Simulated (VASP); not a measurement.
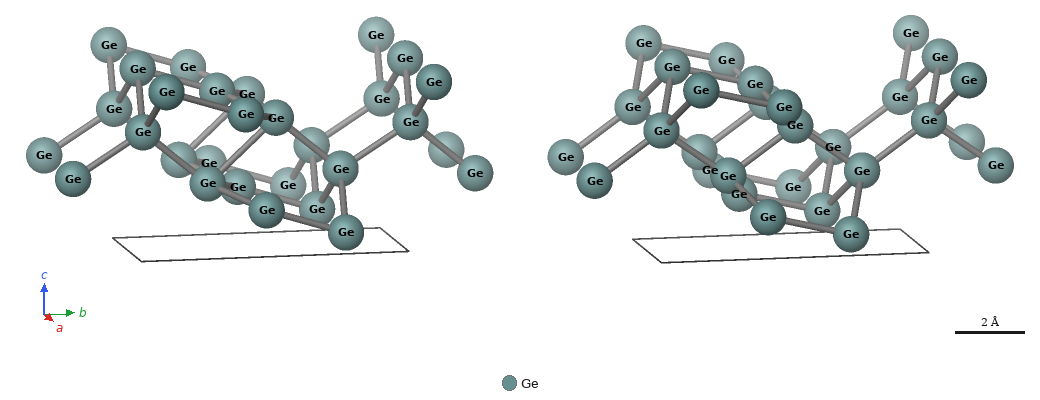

Two geometries of a slab of composition Ge, drawn at one scale. One is the start of a relaxation, the other its converged end. A ball-and-stick model of the cell of the calculation, outlined in the plane, without the vacuum, seen slightly off an axis.

These are results of Kohn-Sham DFT of a periodic cell, PBEsol, VASP PAW PBE potentials, recommended in VASP 6.6.1, not measurements. Settings: plane-wave cutoff 520 eV; k-point mesh 8 × 4 × 1; occupations methfessel-paxton; smearing width 0.1 eV; no spin polarisation.

> Which geometry has the lower energy?

The left one is the relaxed one. The run lets the atoms move in a fixed cell. The largest moves relative to the layer's centre, 0.58 Å, are those of Ge atoms. The cell doesn't change. Near-neighbour distances that change, for instance: Ge–Ge 2.450 → 2.770 Å, Ge–Ge 2.327 → 2.454 Å, Ge–Ge 2.622 → 2.534 Å, Ge–Ge 2.552 → 2.489 Å. Among the angles between lasting bonds that change: Ge–Ge–Ge 98.4° → 85.4°, Ge–Ge–Ge 87.7° → 74.9°, Ge–Ge–Ge 95.6° → 107.6°. The energy falls by 0.972 eV per cell of the calculation in 25 geometry steps. Largest force component: 1.3 eV/Å at the start, 0.0082 eV/Å at the end.
